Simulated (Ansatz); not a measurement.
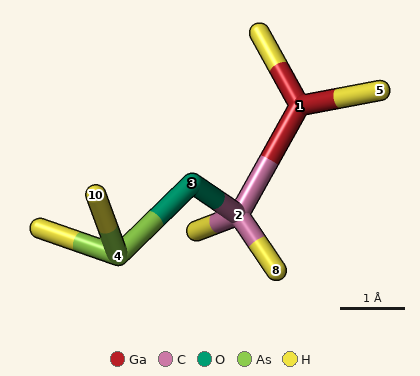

**Figure 1.** The structure (stick view, seen at a tilt; atoms are numbered from 1 in the order of the input). Sticks mark near contacts.

Run report: CH6AsGaO, single-point calculation

CH6AsGaO, SMILES [GaH2][CH2]O[AsH2], computed with UKS r2SCAN0/cc-pVTZ-DK (Ansatz 0.2.0).

The geometry comes from this level: PBE0-D4/def2-TZVP.

### Log
```
Functional definition: r2SCAN0
  name "r2SCAN0"
  cite "Bursch, Neugebauer, Ehlert & Grimme, J. Chem. Phys. 156, 134105 (2022) doi:10.1063/5.0086040"
  cite "Furness, Kaplan, Ning, Perdew & Sun, J. Phys. Chem. Lett. 11, 8208 (2020) doi:10.1021/acs.jpclett.0c02405"
  cite "Furness, Kaplan, Ning, Perdew & Sun, J. Phys. Chem. Lett. 11, 9248 (2020) doi:10.1021/acs.jpclett.0c03077"
  parent r2scan
  parameter a = 0.25
  parameter k0 = 0.174
  parameter k1 = 0.065
  parameter a1 = 4.9479
  exchange = (1 - a)*r2scan_x(k0 = k0, k1 = k1, a1 = a1) + a*exact_x
  correlation = r2scan_c
1537 factors; their error is unknown
mean field evaluation 1: about -117587.7956 eV, gradient 3.6e1 eV
mean field evaluation 2: about -117578.9723 eV, gradient 5.8e1 eV
mean field evaluation 4: about -117592.6620 eV, gradient 3.3e0 eV
mean field evaluation 8: about -117592.6991 eV, gradient 4.0e-2 eV
mean field evaluation 16: about -117593.2804 eV, gradient 5.2e-5 eV
mean field -117593.28044053 eV, -4321.4733486012 hartree, gradient 5.2e-5 eV, S^2 0.000000; 0 other end points of the search recorded, 0 dependent functions left out
reference -117593.28045573 eV, -4321.4733491597 hartree; 42, 42 occupied and 188, 188 virtual orbitals, 1537 factors
Total energy: -117593.28045573 eV, -4321.4733491597 hartree
Relativity: scalar
```

The run was set up as follows.

### Input
```yaml
crystal:
  periodic: [false, false, false]
  atoms:
    - {symbol: Ga, position_ang: [0.278994, 1.916731, -0.525220]}
    - {symbol: C, position_ang: [-0.281348, 0.049032, -0.893317]}
    - {symbol: O, position_ang: [0.260111, -0.372562, 0.369764]}
    - {symbol: As, position_ang: [0.123880, -2.135300, 0.753057]}
    - {symbol: H, position_ang: [1.749681, 2.345418, -0.864007]}
    - {symbol: H, position_ang: [-0.693022, 2.861242, 0.265677]}
    - {symbol: H, position_ang: [-1.361270, -0.125856, -0.944752]}
    - {symbol: H, position_ang: [0.204736, -0.462442, -1.730067]}
    - {symbol: H, position_ang: [-1.202922, -2.059715, 1.521248]}
    - {symbol: H, position_ang: [0.921160, -2.016557, 2.047616]}
basis:
  gaussian: {orbitals: cc-pVTZ-DK}
magnetization: {spin_polarized: true, initial_magnetization: 0}
hamiltonian: {xc: {name: r2SCAN0}}
```

Command:
```bash
ansatz run in.yaml --threads 2 --pin off --events-out ev --progress --plain --max-ram 4352MiB
```

### Summary

```csv
quantity,value
outcome,converged
total energy,−117593.2805 eV
SCF solution under orbital rotations,stable
hardware,"2 threads of Arm Neoverse V2, 23 GiB of memory available, shared host"
wall time,25 s (CPU time 48 s)
peak memory,1.1 GiB
```
